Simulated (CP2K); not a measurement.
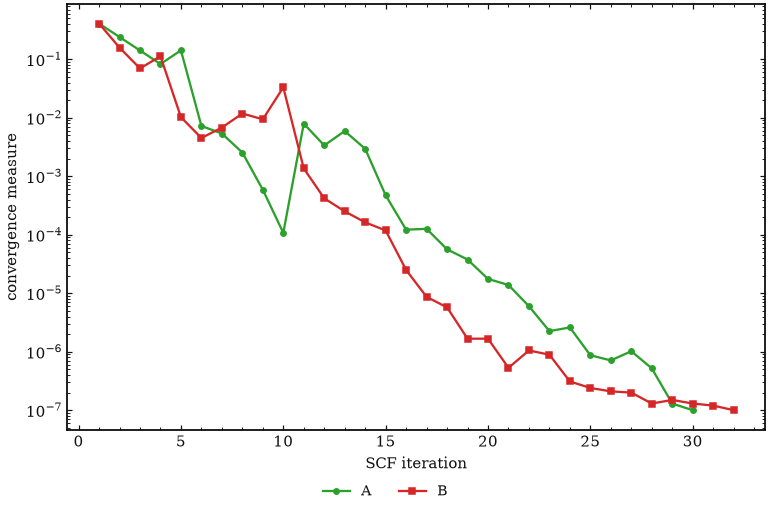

Two SCF runs that differ in one setting.
System: H6NSi2 (SMILES N[SiH2][SiH2]), multiplicity 2.
Method: UHF PDG in CP2K 2026.2.

A: usual settings
B: alpha set to 0.6 (from 0.4)

Which runs converged, and in how many iterations?

Answer. Run A converged in 30 iterations. Run B converged in 32 iterations. CP2K mixes the density linearly, with weight alpha, until the error falls below EPS_DIIS, and only then turns to DIIS. That happens at step 5 with the usual settings and at step 4 in the changed run. Both end at the same energy within 1 meV.
